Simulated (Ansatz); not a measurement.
**TiTe2 (CdI2 type), scan of one atom of the cell**

TiTe₂ (CdI2 type)

```
TiTe2
1.0
    3.78396     0.00000     0.00000
   -1.89198     3.27701     0.00000
    0.00000     0.00000     6.60161
Ti Te
1 2
Direct
  0.00000   0.00000   0.00000
  0.33333   0.66667   0.25685
  0.66667   0.33333   0.74315
```

Scan: atom 1 (Ti, nearest neighbour Te at 2.765 Å; its periodic images, 3.8 Å or more away, move with it) is displaced towards the nearest neighbour, direction (-0.684, 0.395, -0.613) in Cartesian axes, by s. The other atoms stay.

The numbers are results of r2SCAN+rVV10 (plane waves to 500 eV, PAW, scalar-relativistic; Ansatz, a quantum-chemistry and plane-wave program), not measurements. k mesh 11×11×6 (Γ-centred), Fermi-Dirac smearing 0.05 eV. The energy includes the smearing's −TS. Left out: 2 of 11 points, with atoms too close for the PAW data. With partly filled bands, energies and forces of such displacements shift with the k mesh and the smearing. Spin-orbit coupling is left out, though Te is heavy. TiTe2 is run without spin polarisation. TiTe2 was relaxed with its symmetry unable to fall. ΔE is measured from the undisplaced structure.

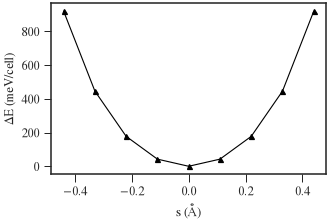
Figure: ΔE (meV/cell) against s (Å); markers are the computed points, lines only join them.

The force constant k = d²E/ds² at s = 0 (finite differences) is 6.80 eV/Å² and the energy at s = 0.440 Å comes out as 920 meV/cell. Symmetry of the curve: even: the same for both signs. Shape of the curve: a single well with its minimum at or next to zero displacement. Harmonic estimate at the end of the scan: ½ks² = 659 meV/cell against the computed 920 meV/cell, so the well is stiffer than harmonic there.

The forces along the line at the two nearest points give (0.779 − (-0.779)) / (2·0.110) = 7.08 eV/Å²; the next pair corrects for the finite step.

(For displaced atoms, the force is minus the slope of the energy, and its curvature is a force constant, which sets phonon frequencies.)
